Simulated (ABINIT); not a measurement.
## SiO2 (Quartz): a self-consistent loop beyond G0W0, cycle by cycle

Wanted: G0W0 and self-consistent gaps of SiO2 (Quartz), with the cost of the cycles.

Program: ABINIT 10.8.3. Level of theory: LDA and many-body steps on it, plane waves. Results are calculated unless marked as measured.

## Step 1: Set-up

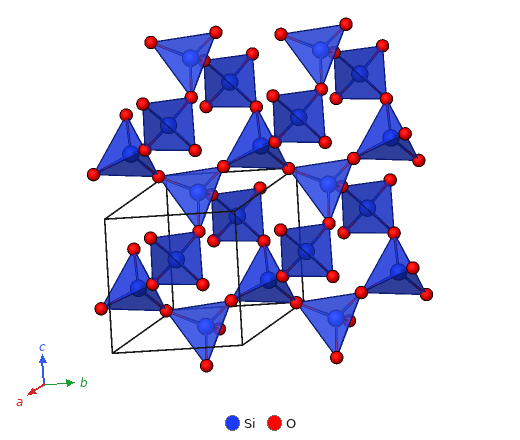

The cell as given, slightly off an axis (silicon blue, oxygen red). 1×2×2 cells are drawn. Some periodic images of atoms are drawn too.

The cell and positions come from the Crystallography Open Database and are kept as given unless a step says otherwise.

## Step 2: Empty states on the mesh, 3×3×2 mesh, 177 bands

This step: ABINIT 10.8.3; DFT, LDA, plane waves, norm-conserving pseudopotentials.

The sums over transitions need many empty states on a uniform mesh; this step solves for them.

run.abi

```
acell 3*1.0 Angstrom
rprim 
  4.915799999986 0.000000000003 0.000000000000
  -2.457899999996 4.257207679910 0.000000000000
  0.000000000000 0.000000000000 5.409100000000
ntypat 2
znucl 14 8
natom 9
typat 1 1 1 2 2 2 2 2 2
xred 
  0.530300000000 0.000000000000 0.333333333333
  0.000000000000 0.530300000000 0.666666666667
  0.469700000000 0.469700000000 -0.000000000000
  0.146200000000 0.414200000000 0.881000000000
  0.585800000000 0.732000000000 0.214333333333
  0.268000000000 0.853800000000 0.547666666667
  0.414200000000 0.146200000000 0.119000000000
  0.732000000000 0.585800000000 0.785666666667
  0.853800000000 0.268000000000 0.452333333333
pp_dirpath "pseudos"
pseudos "Si.upf, O.upf"
ecut 36
ngkpt 3 3 2
nshiftk 1
shiftk 0 0 0
kptopt 1
chksymbreak 0
iscf -2
irdden 1
istwfk *1
nband 177
nbdbuf 16
tolwfr 1e-09
nstep 60
prtvol 0
indata_prefix "in"
outdata_prefix "out"
tmpdata_prefix "tmp"
```

Started as:

```bash
$ OMP_NUM_THREADS=1 mpirun -n 6 abinit run.abi > log
```

Numbers of over 12 decimals in the logs are rounded to 6 here.

The program printed:

```text
.Version 10.8.3 of ABINIT. v10.8.2 released Aug 2026.

 Symmetries : space group P3_1 2 1 (#152); Bravais hP (primitive hexag.)
[... echo of the input left out ...]
== DATASET  1 ==================================================================
-   mpi_nproc: 6, omp_nthreads: 1 (-1 if OMP is not activated)

--- !DatasetInfo
iteration_state: {dtset: 1, }
dimensions: {natom: 9, nkpt: 6, mband: 177, nsppol: 1, nspinor: 1, nspden: 1, mpw: 7935, }
cutoff_energies: {ecut:  36.0, pawecutdg:  -1.0, }
[...]
2.23799    2.26326    2.26326    2.29256    2.29256    2.34555    2.37376    2.37444
   2.37445    2.40241    2.41444    2.41448    2.42814    2.42826    2.45587    2.45713
   2.46641
 prteigrs : prtvol=0 or 1, do not print more k-points.

== END DATASET(S) ==============================================================
================================================================================

 -outvars: echo values of variables after computation  --------
            nband         177
             nkpt           6
          spgroup         152
 [... the other variables as echoed above ...]

 Calculation completed.
```

Run time: 1.7 min. Hardware: 6 MPI ranks of Arm Neoverse N1, shared host; peak memory 0.68 GiB; 10 min of CPU time.

This step gave:

```yaml
gap: 5.801 eV
k_of_the_valence_top: 0.3333, 0.3333, 0
k_of_the_conduction_bottom: 0, 0, 0
least_direct_gap: 6.126 eV
k_points_computed: 6
lowest_point_of_the_top_converged_band_above_the_valence_top: 60.7804 eV
```

On this mesh the gap is 5.801 eV.

The density comes from a self-consistent run that is not shown.

## Step 3: Screening, 3×3×2 mesh, 161 bands, screening to 130.6 eV

The RPA dielectric matrix is built and inverted for each q.

This step: RPA screening on LDA, plane waves, norm-conserving pseudopotentials.

Edit run.abi of step 2 so:

```diff
@@ -27,10 +27,11 @@
 chksymbreak 0
-iscf -2
-irdden 1
 istwfk *1
-nband 177
-nbdbuf 16
-tolwfr 1e-09
-nstep 60
-prtvol 0
+occopt 1
+irdwfk 1
+optdriver 3
+nband 161
+ecuteps 4.8
+inclvkb 2
+awtr 1
+symchi 1
 indata_prefix "in"
```

Started as:

```bash
$ OMP_NUM_THREADS=1 mpirun -n 8 abinit run.abi > log
```

The program printed:

```text
.Version 10.8.3 of ABINIT. v10.8.2 released Aug 2026.

 Symmetries : space group P3_1 2 1 (#152); Bravais hP (primitive hexag.)
[... echo of the input left out ...]
== DATASET  1 ==================================================================
-   mpi_nproc: 8, omp_nthreads: 1 (-1 if OMP is not activated)

--- !DatasetInfo
iteration_state: {dtset: 1, }
dimensions: {natom: 9, nkpt: 6, mband: 161, nsppol: 1, nspinor: 1, nspden: 1, mpw: 7935, }
cutoff_energies: {ecut:  36.0, pawecutdg:  -1.0, }
electrons: {nelect:   4.80000000E+01, charge:   0.00000000E+00, occopt:   1.00000000E+00, tsmear:   1.00000000E-02, }

 SCREENING: Calculation of the susceptibility and dielectric matrices

 Based on a program developped by R.W. Godby, V. Olevano, G. Onida, and L. Reining.
 Incorporated in ABINIT by V. Olevano, G.-M. Rignanese, and M. Torrent.
.Using double precision arithmetic ; gwpc =  8

[... cell and pseudopotentials left out ...]
--------------------------------------------------------------------------------

 ==== K-mesh for the wavefunctions ====
 Number of points in the irreducible wedge :     6
[... list of points left out ...]
 Together with  6 symmetry operations and time-reversal symmetry
 yields    18 points in the full Brillouin Zone.

 ==== Q-mesh for the screening function ====
 Number of points in the irreducible wedge :     6
[... list of points left out ...]
 Together with  6 symmetry operations and time-reversal symmetry
 yields    18 points in the full Brillouin Zone.

 setmesh: FFT mesh size selected  =    36x   36x   45
          total number of points  =        58320

 vcoul_init : cutoff-mode = AUXILIARY_FUNCTION
 q-points for optical limit:   1
     1)      0.000010    0.000020    0.000030

- screening: taking advantage of time-reversal symmetry
- Maximum band index for partially occupied states nbvw = 24
- Remaining bands to be divided among processors   nbcw = 137
- Number of bands treated by each node ~17

 Number of electrons calculated from density =   48.0000; Expected =   48.0000
 average of density, n =  0.062835
 r_s =    1.5604
 omega_plasma =   24.1800 [eV]

 calculating chi0 at frequencies [eV] :
  1    0.000000E+00    0.000000E+00
  2    0.000000E+00    2.417998E+01

--------------------------------------------------------------------------------
  q-point number  1        q = ( 0.000000, 0.000000, 0.000000) [r.l.u.]
--------------------------------------------------------------------------------
[... chi0 elements left out ...]
 For q-point:  0.000010 0.000020 0.000030
  dielectric constant =   2.3857
  dielectric constant without local fields =   2.5933

  Average fulfillment of the sum rule on Im[epsilon] for q-point    1 :     60.45  [%]
[... wings left out ...]
  q-point number  2        q = ( 0.333333, 0.000000, 0.000000) [r.l.u.]
--------------------------------------------------------------------------------
[... chi0 elements left out ...]
  Average fulfillment of the sum rule on Im[epsilon] for q-point    2 :     67.07  [%]

 [... 4 further q-points ...]
```

Run time: 1.9 min. Hardware: 8 MPI ranks; peak memory 3.1 GiB; 15 min of CPU time.

This step gave:

| Quantity | Value |
| --- | --- |
| ε∞ with local fields, on this mesh, along the program's q direction | 2.386 |
| the same without local fields | 2.593 |
| plasma frequency | 24.18 eV |
| plane waves in the screening matrix | 389 |

Local fields lower ε∞ by 8 %. On a Γ-centred mesh this coarse the value itself is usually too large, while a short band sum pulls it down.

## Step 4: G0W0

The self-energy is evaluated for the states that the input lists, and the levels follow from it, in one-shot runs by the linearised quasiparticle equation.

This step: G0W0 on LDA, plane waves, norm-conserving pseudopotentials.

Edit run.abi of step 3 so:

```diff
@@ -30,8 +30,17 @@
 irdwfk 1
-optdriver 3
+optdriver 4
 nband 161
+gwcalctyp 0
+ecutsigx 36
+symsigma 1
+nkptgw 2
+kptgw 
+  0.3333333333 0.3333333333 0.0000000000
+  0.0000000000 0.0000000000 0.0000000000
+bdgw 
+  22 26
+  23 27
 ecuteps 4.8
-inclvkb 2
-awtr 1
-symchi 1
+irdscr 1
+ppmodel 1
 indata_prefix "in"
```

The program printed:

```text
.Version 10.8.3 of ABINIT. v10.8.2 released Aug 2026.

 Symmetries : space group P3_1 2 1 (#152); Bravais hP (primitive hexag.)
[... echo of the input left out ...]
== DATASET  1 ==================================================================
-   mpi_nproc: 8, omp_nthreads: 1 (-1 if OMP is not activated)

--- !DatasetInfo
iteration_state: {dtset: 1, }
dimensions: {natom: 9, nkpt: 6, mband: 161, nsppol: 1, nspinor: 1, nspden: 1, mpw: 7935, }
cutoff_energies: {ecut:  36.0, pawecutdg:  -1.0, }
electrons: {nelect:   4.80000000E+01, charge:   0.00000000E+00, occopt:   1.00000000E+00, tsmear:   1.00000000E-02, }

 SIGMA: Calculation of the GW corrections

 Based on a program developped by R.W. Godby, V. Olevano, G. Onida, and L. Reining.
 Incorporated in ABINIT by V. Olevano, G.-M. Rignanese, and M. Torrent.
.Using double precision arithmetic ; gwpc =  8

[... cell and pseudopotentials left out ...]
--------------------------------------------------------------------------------

 ==== K-mesh for the wavefunctions ====
 Number of points in the irreducible wedge :     6
[... list of points left out ...]
 Together with  6 symmetry operations and time-reversal symmetry
 yields    18 points in the full Brillouin Zone.

 ==== Q-mesh for screening function ====
 Number of points in the irreducible wedge :     6
[... list of points left out ...]
 Together with  6 symmetry operations and time-reversal symmetry
 yields    18 points in the full Brillouin Zone.

 vcoul_init : cutoff-mode = AUXILIARY_FUNCTION
 q-points for optical limit:   1
     1)      0.000010    0.000020    0.000030
 setmesh: FFT mesh size selected  =    45x   45x   60
          total number of points  =       121500

 Number of electrons calculated from density =   48.0000; Expected =   48.0000
 average of density, n =  0.062835
 r_s =    1.5604
 omega_plasma =   24.1800 [eV]

 === KS Band Gaps ===
  >>>> For spin  1
   Minimum direct gap =   6.1255 [eV], located at k-point      :   0.0000  0.0000  0.0000
   Fundamental gap    =   5.8014 [eV], Top of valence bands at :   0.3333  0.3333  0.0000
                                       Bottom of conduction at :   0.0000  0.0000  0.0000
 SIGMA fundamental parameters:
 PLASMON POLE MODEL  1
 number of plane-waves for SigmaX                 7935
 number of plane-waves for SigmaC and W            389
 number of plane-waves for wavefunctions          7935
 number of bands                                   161
 number of independent spin polarizations            1
 number of spinorial components                      1
 number of k-points in IBZ                           6
 number of q-points in IBZ                           6
 number of symmetry operations                       6
 number of k-points in BZ                           18
 number of q-points in BZ                           18
 number of frequencies for dSigma/dE                 9
 frequency step for dSigma/dE [eV]                0.25
 number of omega for Sigma on real axis              0
 max omega for Sigma on real axis  [eV]           0.00
 zcut for avoiding poles [eV]                     0.10

 EPSILON^-1 parameters (SCR file):
 dimension of the eps^-1 matrix on file            389
 dimension of the eps^-1 matrix used               389
 number of plane-waves for wavefunctions          7935
 number of bands                                   161
 number of q-points in IBZ                           6
 number of frequencies                               2
 number of real frequencies                          1
 number of imag frequencies                          1

 matrix elements of self-energy operator (all in [eV])

 Perturbative Calculation

--- !SelfEnergy_ee
iteration_state: {dtset: 1, }
kpoint     : [   0.333,    0.333,    0.000, ]
spin       : 1
KS_gap     :    8.700
QP_gap     :   12.041
Delta_QP_KS:    3.342
data: !SigmaeeData |
     Band     E0 <VxcDFT>   SigX SigC(E0)      Z dSigC/dE  Sig(E)    E-E0       E
       22  -0.320 -19.498 -25.458   4.182   0.814  -0.228 -20.946  -1.448  -1.768
       23  -0.320 -19.498 -25.458   4.182   0.814  -0.228 -20.946  -1.448  -1.768
       24   0.118 -19.840 -25.698   4.161   0.815  -0.226 -21.224  -1.384  -1.266
       25   8.818 -12.569  -7.108  -3.180   0.858  -0.165 -10.611   1.958  10.776
       26   8.818 -12.569  -7.108  -3.180   0.858  -0.165 -10.611   1.958  10.776

--- !SelfEnergy_ee
iteration_state: {dtset: 1, }
kpoint     : [   0.000,    0.000,    0.000, ]
spin       : 1
KS_gap     :    6.125
QP_gap     :    9.134
Delta_QP_KS:    3.008
data: !SigmaeeData |
     Band     E0 <VxcDFT>   SigX SigC(E0)      Z dSigC/dE  Sig(E)    E-E0       E
       23  -0.206 -19.281 -25.147   4.105   0.816  -0.226 -20.718  -1.437  -1.643
       24  -0.206 -19.281 -25.147   4.105   0.816  -0.226 -20.718  -1.437  -1.643
       25   5.920 -11.309  -6.475  -3.026   0.869  -0.151  -9.738   1.571   7.491
       26   9.156 -10.834  -5.307  -3.355   0.864  -0.157  -8.957   1.877  11.033
       27   9.156 -10.834  -5.307  -3.355   0.864  -0.157  -8.957   1.877  11.033

== END DATASET(S) ==============================================================
================================================================================

 -outvars: echo values of variables after computation  --------
           etotal      0.0000000000E+00
            nband         161
             nkpt           6
          spgroup         152
 [... the other variables as echoed above ...]

 Calculation completed.
```

Wall time 24 s (8 MPI ranks); peak memory 2.2 GiB.

Numbers from this step:

```
G0W0 gap on the points computed              : 8.757 eV
starting gap on the mesh                     : 5.801 eV
k of the valence top                         : 0.3333, 0.3333, 0
k of the conduction bottom                   : 0, 0, 0
Z at the valence top                         : 0.815
Z at the conduction bottom                   : 0.869
least direct G0W0 gap on the computed points : 9.134 eV
```

The gap on the mesh goes from 5.80 eV to 8.76 eV, a correction of +2.96 eV.

## Step 5: evGW0, cycle 1

This step: evGW0 on LDA, plane waves, norm-conserving pseudopotentials.

Edit run.abi of step 4 so:

```diff
@@ -32,12 +32,20 @@
 nband 161
-gwcalctyp 0
+gwcalctyp 10
 ecutsigx 36
 symsigma 1
-nkptgw 2
+nkptgw 6
 kptgw 
+  0.0000000000 0.0000000000 0.0000000000
+  0.3333333333 0.0000000000 0.0000000000
   0.3333333333 0.3333333333 0.0000000000
-  0.0000000000 0.0000000000 0.0000000000
+  0.0000000000 0.0000000000 0.5000000000
+  0.3333333333 0.0000000000 0.5000000000
+  0.3333333333 0.3333333333 0.5000000000
 bdgw 
-  22 26
-  23 27
+  7 32
+  7 32
+  7 32
+  7 32
+  7 32
+  7 32
 ecuteps 4.8
```

The program printed:

```text
.Version 10.8.3 of ABINIT. v10.8.2 released Aug 2026.

 Symmetries : space group P3_1 2 1 (#152); Bravais hP (primitive hexag.)
[... echo of the input left out ...]
== DATASET  1 ==================================================================
-   mpi_nproc: 8, omp_nthreads: 1 (-1 if OMP is not activated)

--- !DatasetInfo
iteration_state: {dtset: 1, }
dimensions: {natom: 9, nkpt: 6, mband: 161, nsppol: 1, nspinor: 1, nspden: 1, mpw: 7935, }
cutoff_energies: {ecut:  36.0, pawecutdg:  -1.0, }
electrons: {nelect:   4.80000000E+01, charge:   0.00000000E+00, occopt:   1.00000000E+00, tsmear:   1.00000000E-02, }

 SIGMA: Calculation of the GW corrections

 Based on a program developped by R.W. Godby, V. Olevano, G. Onida, and L. Reining.
 Incorporated in ABINIT by V. Olevano, G.-M. Rignanese, and M. Torrent.
.Using double precision arithmetic ; gwpc =  8

[... cell and pseudopotentials left out ...]
--------------------------------------------------------------------------------

 ==== K-mesh for the wavefunctions ====
 Number of points in the irreducible wedge :     6
[... list of points left out ...]
 Together with  6 symmetry operations and time-reversal symmetry
 yields    18 points in the full Brillouin Zone.

 ==== Q-mesh for screening function ====
 Number of points in the irreducible wedge :     6
[... list of points left out ...]
 Together with  6 symmetry operations and time-reversal symmetry
 yields    18 points in the full Brillouin Zone.

 vcoul_init : cutoff-mode = AUXILIARY_FUNCTION
 q-points for optical limit:   1
     1)      0.000010    0.000020    0.000030
 setmesh: FFT mesh size selected  =    45x   45x   60
          total number of points  =       121500

 Number of electrons calculated from density =   48.0000; Expected =   48.0000
[...]
KS_gap     :    8.577
QP_gap     :   11.948
Delta_QP_KS:    3.371
data: !SigmaeeData |
     Band     E_DFT   <VxcDFT>   E(N-1)  <Hhartree>   SigX  SigC[E(N-1)]    Z     dSigC/dE  Sig[E(N)]  DeltaE  E(N)_pert E(N)_diago
[...]
--- !SelfEnergy_ee
iteration_state: {dtset: 1, }
kpoint     : [   0.333,    0.333,    0.500, ]
spin       : 1
KS_gap     :    9.495
QP_gap     :   13.148
Delta_QP_KS:    3.653
data: !SigmaeeData |
     Band     E_DFT   <VxcDFT>   E(N-1)  <Hhartree>   SigX  SigC[E(N-1)]    Z     dSigC/dE  Sig[E(N)]  DeltaE  E(N)_pert E(N)_diago
[...]
31    10.806   -11.668    10.806    22.474    -5.668    -3.533     0.857    -0.166    -9.553     2.115    12.921    13.273
       32    10.806   -11.668    10.806    22.474    -5.668    -3.533     0.857    -0.166    -9.553     2.115    12.921    13.273

 New Fermi energy :        1.129818E-01 Ha ,    3.074390E+00 eV

 === QP Band Gaps ===
  >>>> For spin  1
   Minimum direct gap =   9.6950 [eV], located at k-point      :   0.0000  0.0000  0.0000
   Fundamental gap    =   9.3066 [eV], Top of valence bands at :   0.3333  0.3333  0.0000
                                       Bottom of conduction at :   0.0000  0.0000  0.0000

 writing QP data on file : out_QPS

 Convergence of QP corrections
 >>>>> For spin  1 <<<<<
.  kptgw no:  1; Maximum DeltaE = (   1.571   0.000) for band index: 25
.  kptgw no:  2; Maximum DeltaE = (   1.960  -0.000) for band index: 26
.  kptgw no:  3; Maximum DeltaE = (   1.958  -0.000) for band index: 26
.  kptgw no:  4; Maximum DeltaE = (   1.830   0.000) for band index: 26
.  kptgw no:  5; Maximum DeltaE = (   1.671  -0.000) for band index:  1
.  kptgw no:  6; Maximum DeltaE = (  -1.541  -0.000) for band index: 19

== END DATASET(S) ==============================================================
================================================================================

 -outvars: echo values of variables after computation  --------
           etotal      0.0000000000E+00
            nband         161
             nkpt           6
          spgroup         152
 [... the other variables as echoed above ...]

 Calculation completed.
```

Run time: 6.8 min. Hardware: 8 MPI ranks; peak memory 4.7 GiB; 54 min of CPU time.

This step gave:

- quasiparticle gap on the mesh: 9.307 eV
- gap of the density functional on the mesh: 5.801 eV
- k of the valence top: 0.3333, 0.3333, 0
- k of the conduction bottom: 0, 0, 0
- Z at the valence top: 0.815
- Z at the conduction bottom: 0.869
- least direct quasiparticle gap on the computed points: 9.695 eV

Against G0W0 in ABINIT (3×3×2 mesh, 161 bands, screening to 130.6 eV, Godby-Needs plasmon pole), the gap moves by +0.550 eV. This first cycle still uses the starting levels; it takes the full correction, at all points of the mesh, and its linearised value is 8.757 eV.

## Step 6: evGW0, cycle 2

The corrected levels of the last cycle go back in.

Edit run.abi of step 5 so:

```diff
@@ -53,2 +53,3 @@
 ppmodel 1
+irdqps 1
 indata_prefix "in"
```

The program printed:

```text
.Version 10.8.3 of ABINIT. v10.8.2 released Aug 2026.

 Symmetries : space group P3_1 2 1 (#152); Bravais hP (primitive hexag.)
[... echo of the input left out ...]
== DATASET  1 ==================================================================
-   mpi_nproc: 8, omp_nthreads: 1 (-1 if OMP is not activated)

--- !DatasetInfo
iteration_state: {dtset: 1, }
dimensions: {natom: 9, nkpt: 6, mband: 161, nsppol: 1, nspinor: 1, nspden: 1, mpw: 7935, }
cutoff_energies: {ecut:  36.0, pawecutdg:  -1.0, }
[...]
.  kptgw no:  4; Maximum DeltaE = (  -0.135   0.000) for band index: 26
.  kptgw no:  5; Maximum DeltaE = (  -0.163   0.000) for band index: 25
.  kptgw no:  6; Maximum DeltaE = (   0.060  -0.000) for band index: 19

== END DATASET(S) ==============================================================
================================================================================

 -outvars: echo values of variables after computation  --------
           etotal      0.0000000000E+00
            nband         161
             nkpt           6
          spgroup         152
 [... the other variables as echoed above ...]

 Calculation completed.
```

Elapsed: 7.3 min, on 8 MPI ranks; peak memory 4.7 GiB.

This step gave:

```yaml
quasiparticle_gap_on_the_mesh: 9.176 eV
gap_of_the_density_functional_on_the_mesh: 5.801 eV
k_of_the_valence_top: 0.3333, 0.3333, 0
k_of_the_conduction_bottom: 0, 0, 0
least_direct_quasiparticle_gap_on_the_computed_points: 9.553 eV
```

Against the cycle before, the gap moves by −0.131 eV.

(Part 1 of 3 ends here.)

[Paths, hosts, dates, memory and timing lines, banners, echoed tables and standing remarks are left out of the program output.]

[Logs are printed without paths, hosts, clocks, repeated set-up lines and the standing remarks that a program may print on its own settings, such as how far it seeks lower states.]

[Runs of the session that timed out or met a known fault of the program may be left out.]

[Hosts, paths, dates, database ids (printed as entryN), source tags and the programs' standing remarks are cut or masked in the printed files.]

[G0W0 gaps are taken among the corrected bands and points alone; a level outside them can change the order at an edge.]

[Where Ansatz stands beside ABINIT at settings called matched, ABINIT's density can come from a denser mesh and the files from another edition; pairs whose starting gaps differed by over 0.03 eV were left out, so agreement reads better than it is.]
